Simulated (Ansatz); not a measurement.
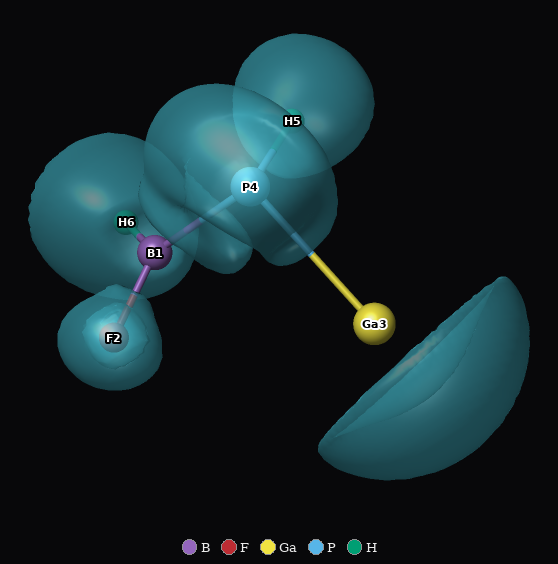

BFGaH₂P. Isosurface of the electron localisation function at 0.8 (cyan), seen at a tilt. Core shells and regions of very low density are left out.

Geometry: B3LYP-D3(BJ)/def2-SVP.

Level of theory: isolated molecule in a Gaussian basis; Kohn-Sham density functional theory, functional PBE0 (Ansatz 0.2.0).

```yaml
atoms:
  - { symbol: B, position_ang: [-0.4875, -0.2293, -0.2023] }
  - { symbol: F, position_ang: [0.2910, -1.1771, 0.3391] }
  - { symbol: Ga, position_ang: [1.9991, 1.8864, -0.1295] }
  - { symbol: P, position_ang: [-0.3702, 1.5263, 0.4760] }
  - { symbol: H, position_ang: [-1.0319, 2.2235, -0.5799] }
  - { symbol: H, position_ang: [-1.2401, -0.5728, -1.0837] }
```

> What do the ELF domains correspond to?

At this value the surface marks out two regions around hydrogen nuclei, one region on F in which the atom's valence shell and bonds are merged, one region on P in which the atom's valence shell and bonds are merged and one lobe on Ga, pointing away from the bonds (lone pairs). Along the contacts the grid gives the following. B–F (1.34 Å): the ELF peaks at about 0.85 between the atoms (a polar covalent bond). B–P (1.89 Å): the ELF peaks at about 0.95 between the atoms, as expected for localised, covalent bonding.
